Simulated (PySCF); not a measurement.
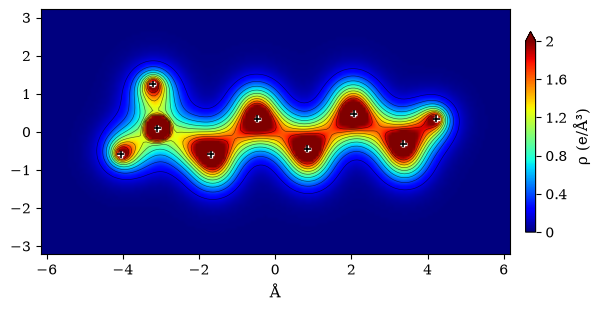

The total electron density on a plane through atoms (crosses mark nuclei in the plane).

The calculation used PySCF 2.14.0, PBE0/def2-SVPD, SCF density, gas phase.

Candidates:
A. C$_{2}$H$_{6}$Br$_{2}$O$_{2}$Zr (SMILES C[O][Zr]([Br])([Br])[O]C)
B. C$_{5}$H$_{13}$B (SMILES BCCCCC)
C. C$_{4}$H$_{12}$O$_{2}$S$_{2}$Zr (SMILES C[O][Zr]([O]C)([S]C)[S]C)

Q: Which candidate gave the map?

A: Candidate B: C$_{5}$H$_{13}$B on the plane of atoms C2, B1 and H7, which holds B, C and H. C–C (1.52 Å): ρ is about 1.6 e/Å³ halfway. C–B (1.57 Å): the density is about 1.4 e/Å³ at the midpoint.
